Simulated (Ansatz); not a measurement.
Phonon calculation, with input and output: C₄H₉NSi

The run: phonon calculation of C₄H₉NSi, SMILES C=C=CC[SiH2]N. Method and program: RKS B3LYP/STO-3G (Ansatz 0.2.0).

It belongs to a series of runs on one base structure; here: vibrations at the highest image of the band. Figures and captions count atoms from 1; the log counts them from 0 in places.

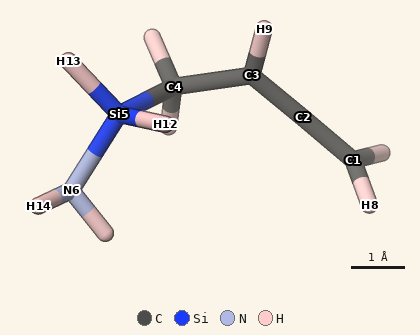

*The structure (stick view, seen at a tilt; atoms are numbered from 1 in the order of the input).*

Bond lengths as drawn: C–C 1.31 to 1.54 Å, C–H 1.10 Å, C–Si 1.90 Å, H–N 1.05 Å, H–Si 1.45 Å and N–Si 1.78 Å.

**Input file**
```yaml
crystal:
  periodic: [false, false, false]
  atoms:
    - { symbol: C, position_ang: [-0.14761, -3.143854, 0.276911] }
    - { symbol: C, position_ang: [0.494547, -1.998654, 0.291209] }
    - { symbol: C, position_ang: [1.123207, -0.842061, 0.303321] }
    - { symbol: C, position_ang: [0.801057, 0.342742, -0.624771] }
    - { symbol: Si, position_ang: [-0.044072, 1.793048, 0.264108] }
    - { symbol: "N", position_ang: [-1.507487, 2.213146, -0.657311] }
    - { symbol: H, position_ang: [0.17954, -3.991209, -0.343066] }
    - { symbol: H, position_ang: [-1.044386, -3.319521, 0.888786] }
    - { symbol: H, position_ang: [1.936805, -0.678593, 1.030561] }
    - { symbol: H, position_ang: [1.738757, 0.695766, -1.084248] }
    - { symbol: H, position_ang: [0.152321, -0.000724, -1.44459] }
    - { symbol: H, position_ang: [-0.300884, 1.417915, 1.645196] }
    - { symbol: H, position_ang: [0.799946, 2.966922, 0.273677] }
    - { symbol: H, position_ang: [-1.979846, 3.046454, -0.221942] }
    - { symbol: H, position_ang: [-2.223793, 1.447721, -0.568641] }
basis:
  gaussian: { orbitals: STO-3G }
hamiltonian:
  xc: b3lyp
phonons: {}
```

Machine: 1 thread of Arm Neoverse V1, 24 GiB of memory available, shared host.

Command:
```bash
ansatz run input.yaml --threads 1 --pin off --max-ram 2048MiB --backend cpu --events-out ev --progress --plain --runs-dir out
```

**Log**
```
Engine: ansatz 0.2.0, aarch64-unknown-linux-gnu
Functional definition: B3LYP
  parameter a0 = 0.2
  parameter ax = 0.72
  parameter ac = 0.81
  exchange = (1 - a0 - ax)*slater_x + ax*b88_x + a0*exact_x
  correlation = (1 - ac)*vwn_rpa_c + ac*lyp_c
624 factors; integrals over basis functions are off by at most 1.2e-5 eV
mean field evaluation 1: about -13496.6053 eV, gradient 2.3e1 eV
mean field evaluation 2: about -13496.7212 eV, gradient 2.3e1 eV
mean field evaluation 4: about -13498.2343 eV, gradient 1.7e0 eV
mean field evaluation 8: about -13498.1167 eV, gradient 6.0e-2 eV
mean field -13498.11675924 eV, -496.0466415500 hartree, gradient 2.7e-5 eV, S^2 0.000000; 0 other end points of the search recorded, 0 dependent functions left out
the calculation of the forces begins
reference -13498.11700548 eV, -496.0466505989 hartree; 27, 27 occupied and 16, 16 virtual orbitals, 624 factors
these checks for a lower state are left out or cut short: stability, starts, cluster_reference, orbital_swaps, neighbouring_geometries, increment
624 factors; integrals over basis functions are off by at most 1.2e-5 eV
mean field evaluation 16: about -13498.2419 eV, gradient 2.1e-1 eV
mean field -13498.11661492 eV, -496.0466362462 hartree, gradient 1.3e-6 eV, S^2 0.000000; 0 other end points of the search recorded, 0 dependent functions left out
[... from here on the field's lines of each further geometry are left out, up to the last ...]
the calculation of the forces begins
reference -13498.11699590 eV, -496.0466502472 hartree; 27, 27 occupied and 16, 16 virtual orbitals, 624 factors
these checks for a lower state are left out or cut short: stability, starts, cluster_reference, orbital_swaps, neighbouring_geometries, increment
624 factors; integrals over basis functions are off by at most 1.2e-5 eV
mean field evaluation 544: about -13498.1168 eV, gradient 2.9e-5 eV
mean field -13498.11675604 eV, -496.0466414324 hartree, gradient 1.2e-6 eV, S^2 0.000000; 0 other end points of the search recorded, 0 dependent functions left out
the calculation of the forces begins
reference -13498.11700229 eV, -496.0466504820 hartree; 27, 27 occupied and 16, 16 virtual orbitals, 624 factors
WARN: phonons: modes at or below zero, which the zero-point energy, F, S and C_V leave out: 1, the lowest at -47.43 cm⁻¹. A minimum has none, and a first-order saddle one
Total energy: -13498.11700548 eV, -496.0466505989 hartree
Atom 0 at    -0.147610    -3.143854     0.276911 Å, force     0.011973    -0.011815    -0.006193 eV/Å
Atom 1 at     0.494547    -1.998654     0.291209 Å, force    -0.012526     0.004505     0.005809 eV/Å
Atom 2 at     1.123207    -0.842061     0.303321 Å, force     0.010408     0.002668    -0.006216 eV/Å
Atom 3 at     0.801057     0.342742    -0.624771 Å, force    -0.003175     0.002708     0.004919 eV/Å
Atom 4 at    -0.044072     1.793048     0.264108 Å, force    -0.000117     0.003231     0.001046 eV/Å
Atom 5 at    -1.507487     2.213146    -0.657311 Å, force    -0.000576    -0.002584     0.000012 eV/Å
Atom 6 at     0.179540    -3.991209    -0.343066 Å, force     0.001924     0.005545     0.000074 eV/Å
Atom 7 at    -1.044386    -3.319521     0.888786 Å, force    -0.000102     0.002190     0.001931 eV/Å
Atom 8 at     1.936805    -0.678593     1.030561 Å, force    -0.007662    -0.004777     0.001258 eV/Å
Atom 9 at     1.738757     0.695766    -1.084248 Å, force     0.001127    -0.005389    -0.003510 eV/Å
Atom 10 at     0.152321    -0.000724    -1.444590 Å, force    -0.005445    -0.000091     0.003527 eV/Å
Atom 11 at    -0.300884     1.417915     1.645196 Å, force    -0.000505     0.000459     0.000313 eV/Å
Atom 12 at     0.799946     2.966922     0.273677 Å, force     0.001676     0.000501     0.000075 eV/Å
Atom 13 at    -1.979846     3.046454    -0.221942 Å, force     0.002248     0.000022    -0.001785 eV/Å
Atom 14 at    -2.223793     1.447721    -0.568641 Å, force     0.000751     0.002826    -0.001261 eV/Å
Dipole moment:    -0.112234     0.076394     0.233627 e Å
Vibrations: -47.43 56.06 183.06 203.04 216.58 281.63 335.43 554.45 562.17 593.32 631.66 774.68 821.10 882.05 914.00 937.41 964.33 978.45 1055.85 1105.67 1134.00 1158.29 1224.66 1276.73 1365.34 1486.25 1619.50 1660.77 1849.43 2204.96 2606.28 2681.79 3332.70 3353.77 3385.67 3444.60 3483.05 3539.55 3717.32 cm⁻¹, zero-point energy 3.507241 eV
```

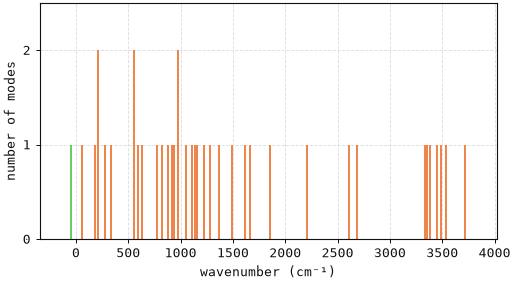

*Harmonic vibrational wavenumbers from the force constants; neighbouring modes closer than 17 cm⁻¹ are counted in one stick, and imaginary ones are drawn at negative wavenumbers.*

39 modes from 47i to 3717 cm⁻¹, 1 imaginary beyond 8i (47i cm⁻¹): not a clean minimum; so soft a mode can be a shallow saddle, an incomplete relaxation or noise of the force constants.

**Summary**

| quantity | value |
| --- | --- |
| outcome | converged |
| total energy | −13498.1170 eV |
| mean-field energy | −13498.1170 eV |
| largest force (length of the vector) | 0.018 eV/Å |
| wall time | 3.5 min |
| peak memory | 0.12 GiB |
